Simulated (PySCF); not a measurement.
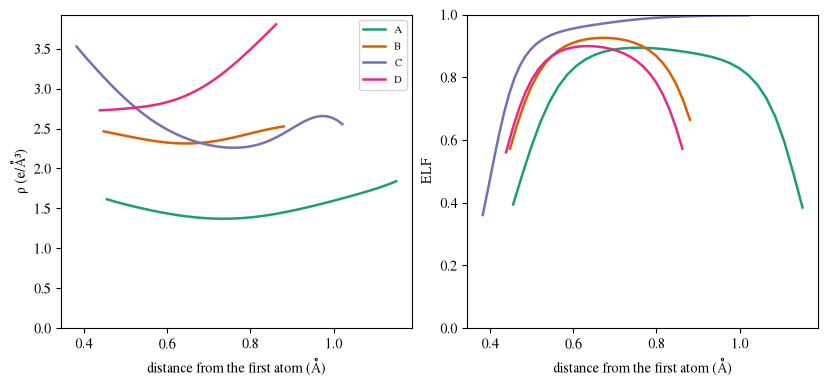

Figure 1: C3H4ClN (SMILES [H]/N=C\C(=C)Cl). Electron density and ELF along straight lines between neighbouring atoms. The curves leave out the atomic cores.

Geometry: GFN2-xTB.

These are results of PBE0/pcSseg-1, SCF density, gas phase, non-relativistic in PySCF, not measurements.

The calculation's input:

```
{"job": {"kind": "nmr", "xc": "PBE0", "basis": "pcSseg-1"}, "charge": 0, "multiplicity": 1}
C      1.362971     0.493344     0.538202
C      0.296736     0.242864    -0.214536
Cl     0.194819     0.853170    -1.837261
C     -0.855096    -0.547909     0.240123
N     -1.898495    -0.838277    -0.392203
H      2.194469     1.076297     0.182690
H      1.422153     0.113969     1.543601
H     -0.769879    -0.919084     1.257643
H     -1.934117    -0.468382    -1.343437
```

Command:

```sh
OMP_NUM_THREADS=1 python probes_run.py task.json out
```

Q: Which curve belongs to which contact (C–C, C–Cl, C–N and N–H)? The first atom named is at distance zero.

A: Curve A: C–Cl (1.74 Å): ρ at the midpoint is about 1.4 e/Å³; the ELF peaks at about 0.90 between the atoms (a covalent bond). Curve B: C–C (1.33 Å): the density is about 2.3 e/Å³ at the midpoint; the ELF peaks at about 0.95 between the atoms (a multiple bond). Curve C: N–H (1.02 Å): ρ is about 2.8 e/Å³ halfway; the ELF climbs to about 1 towards the hydrogen, as it does in any bond to H; a covalent bond by its length. Curve D: C–N (1.25 Å): ρ is about 2.9 e/Å³ halfway; the ELF peaks at about 0.90 between the atoms (a short, multiple covalent bond).
